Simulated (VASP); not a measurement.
Input:

```xyz
2
Lattice="4.5468 0.0000 0.0000 0.0000 4.5468 0.0000 0.0000 0.0000 4.5468" Properties=species:S:1:pos:R:3 pbc="T T T"
Cs     0.0000     0.0000     0.0000
I      2.2734     2.2734     2.2734
```

These are r2SCAN+rVV10, VASP's PBE PAW potentials (set 64) (plane waves; VASP 6.6.1) values and carry that method's errors. Settings: 520 eV cut-off, 7×7×7 Γ-centred mesh, tetrahedra with Blöchl corrections, potentials Cs_sv I.

Unless said otherwise, spin-orbit coupling is left out, though it shifts the bands of the heavy elements here.

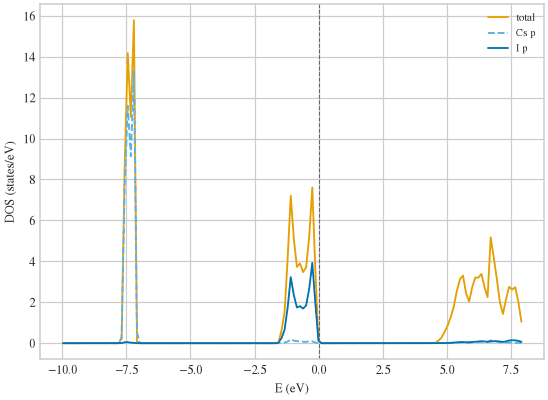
Fig. 1. Total and projected density of states, zero at the valence-band maximum

Within 2 eV below the valence-band maximum the largest weight inside VASP's projection spheres is I p.

The gap is indirect, 4.52 eV, from the valence maximum at M to the conduction minimum at Γ.

The compound is CsI in the CsCl type structure. It was relaxed first.
